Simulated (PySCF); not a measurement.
```yaml
atoms:
  - { symbol: O, position_ang: [3.1374, -1.5035, 0.8363] }
  - { symbol: C, position_ang: [2.3180, -1.1260, 0.0462] }
  - { symbol: C, position_ang: [0.9886, -0.5114, 0.3816] }
  - { symbol: C, position_ang: [-0.1299, -1.2283, -0.3816] }
  - { symbol: C, position_ang: [-1.5270, -0.7995, 0.0629] }
  - { symbol: C, position_ang: [-1.8586, 0.6348, -0.3467] }
  - { symbol: Si, position_ang: [-0.5733, 1.8489, 0.3493] }
  - { symbol: C, position_ang: [1.0829, 0.9735, 0.0085] }
  - { symbol: H, position_ang: [2.5140, -1.1766, -1.0456] }
  - { symbol: H, position_ang: [0.8209, -0.6089, 1.4588] }
  - { symbol: H, position_ang: [-0.0252, -2.3050, -0.2211] }
  - { symbol: H, position_ang: [-0.0160, -1.0383, -1.4521] }
  - { symbol: H, position_ang: [-2.2569, -1.4842, -0.3785] }
  - { symbol: H, position_ang: [-1.6029, -0.8983, 1.1482] }
  - { symbol: H, position_ang: [-1.8799, 0.6945, -1.4367] }
  - { symbol: H, position_ang: [-2.8639, 0.8828, -0.0056] }
  - { symbol: H, position_ang: [-0.6190, 3.1405, -0.3418] }
  - { symbol: H, position_ang: [-0.7564, 2.0253, 1.7947] }
  - { symbol: H, position_ang: [1.8975, 1.4339, 0.5687] }
  - { symbol: H, position_ang: [1.3444, 1.0564, -1.0486] }
```

Geometry: GFN2-xTB.

Level of theory: PySCF 2.14.0, PBE0/pcSseg-1, SCF density, gas phase, non-relativistic.

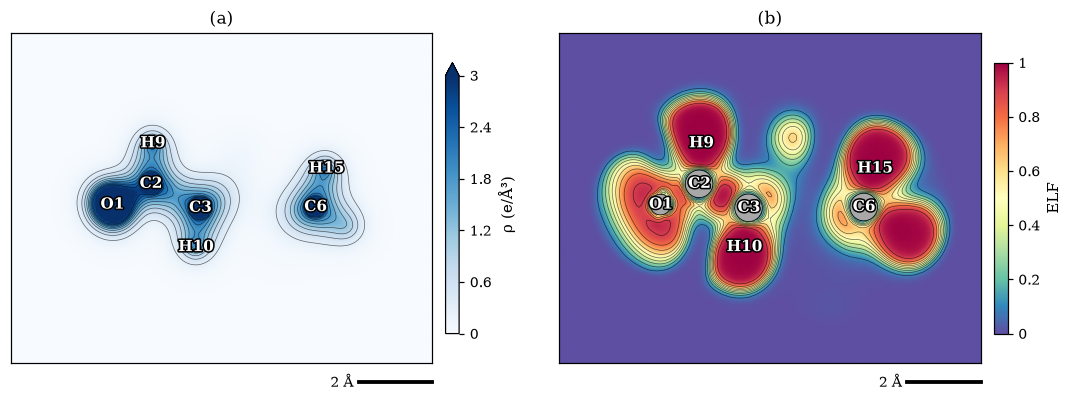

C6H12OSi. (a) electron density; (b) ELF on the plane of atoms O1, C2 and C3. Grey discs cover the atomic cores in the ELF map.

**Describe what can be read from this map.**

Atoms in the plane: O, C and H.
C–O (1.20 Å): the density is about 3.4 e/Å³ at the midpoint; the ELF peaks at about 0.85 between the atoms (a short, multiple covalent bond).
C–C (1.50 Å): ρ is about 1.8 e/Å³ halfway; the ELF peaks at about 0.95 between the atoms (localised, covalent bonding).
C–H (1.11 Å): ρ is about 2 e/Å³ halfway; the ELF climbs to about 1 towards the hydrogen, as it does in any bond to H (a covalent bond by its length).
The ELF also peaks beside O1, away from the bonds: lone-pair regions.
